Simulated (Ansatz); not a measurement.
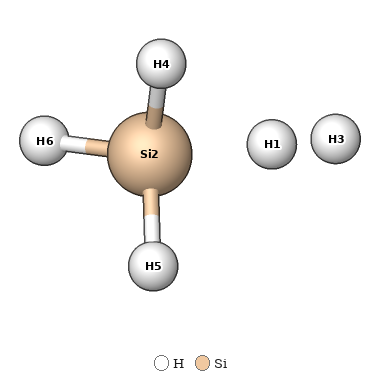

The system is the reacting system H5Si (fragments H₄Si + H where the first distance is long, H₂ + H₃Si where the second is long), spin multiplicity 2; the picture shows the reference structure. Coordinates scanned: (1) distance H1–H3 (bond that forms); (2) distance H1–Si2 (bond that breaks). Relaxed at each point: all other coordinates. The scan uses a 13 × 13 grid. Points are written as (first, second). Energies are in eV, from the lowest grid point. Energies and slopes of some neighbouring points disagree (a jump in structure or state, or too coarse a mesh). In part of the range the unrestricted reference is strongly spin-contaminated. The calculation used Ansatz, UHF/def2-TZVP.

Its coordinates:

```xyz
6

H    -1.1234   -0.6482   -0.2421
Si    0.4746    0.2728    0.1010
H    -1.9567   -1.1265   -0.4183
H     0.4318    0.7663    1.4904
H     0.5739    1.3984   -0.8473
H     1.5998   -0.6630   -0.0836
```

Range: distance H1–H3 (bond that forms) from 0.666 to 2.466 Å; distance H1–Si2 (bond that breaks) from 1.278 to 3.078 Å.

> What will the energy surface look like?

The lowest grid point is at (0.747 Å, 3.078 Å). It lies in a valley that leaves the map towards separated partners. The energy also falls towards the edge at (2.466 Å, 1.470 Å) (0.31 eV above the lowest), where a further well may lie outside the range. The highest grid point, (2.466 Å, 3.078 Å), lies 3.46 eV above the lowest.

```csv
"second ↓, first →",0.666,0.747,0.858,0.984,1.122,1.269,1.423,1.584,1.750,1.922,2.099,2.280,2.466
3.078,0.11,0.00,0.24,0.77,1.47,2.19,2.71,3.03,3.23,3.34,3.41,3.44,3.46
2.892,0.13,0.02,0.27,0.79,1.48,2.17,2.66,2.98,3.17,3.28,3.34,3.38,3.40
2.711,0.16,0.06,0.32,0.82,1.48,2.13,2.59,2.89,3.07,3.17,3.23,3.27,3.29
2.534,0.22,0.11,0.37,0.85,1.47,2.06,2.48,2.75,2.91,3.01,3.06,3.09,3.11
2.362,0.30,0.29,0.45,0.89,1.44,1.95,2.31,2.53,2.67,2.74,2.79,2.81,2.82
2.196,0.60,0.43,0.55,0.92,1.38,1.79,2.06,2.23,2.31,2.36,2.38,2.38,2.38
2.035,0.81,0.61,0.66,0.94,1.28,1.56,1.73,1.82,1.85,1.85,1.83,1.82,1.81
1.881,1.09,0.83,0.79,0.95,1.14,1.29,1.35,1.36,1.34,1.31,1.29,1.26,1.25
1.734,1.17,1.11,0.95,0.96,1.00,1.01,0.99,0.94,0.89,0.84,0.81,0.78,0.77
1.596,1.58,1.47,1.17,1.02,0.92,0.83,0.74,0.65,0.57,0.52,0.48,0.45,0.43
1.470,2.11,1.95,1.51,1.22,1.00,0.83,0.68,0.56,0.47,0.41,0.36,0.33,0.31
1.359,2.77,2.40,2.03,1.62,1.32,1.08,0.89,0.75,0.64,0.57,0.52,0.49,0.47
1.278,3.45,3.03,2.62,2.14,1.78,1.50,1.28,1.12,1.01,0.93,0.88,0.84,0.82
```

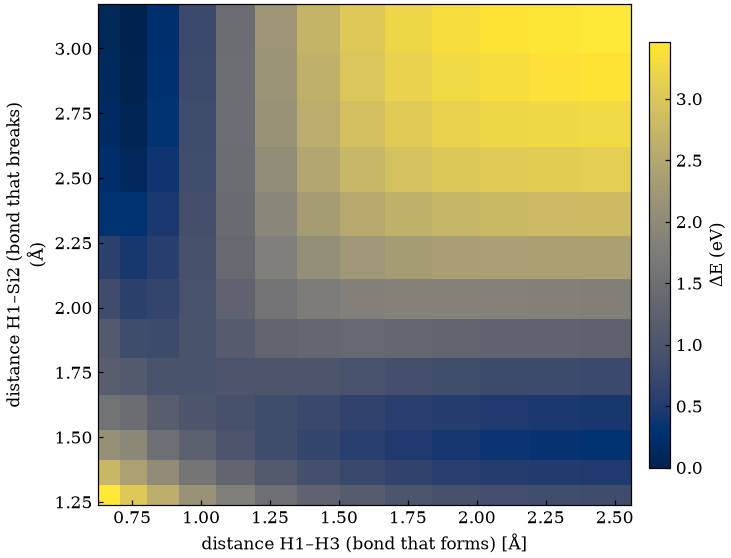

Drawn: one coloured cell a grid point.

The whole map (169 points run) took 5.5 min on 1 thread of Arm Neoverse V1, on a shared host.
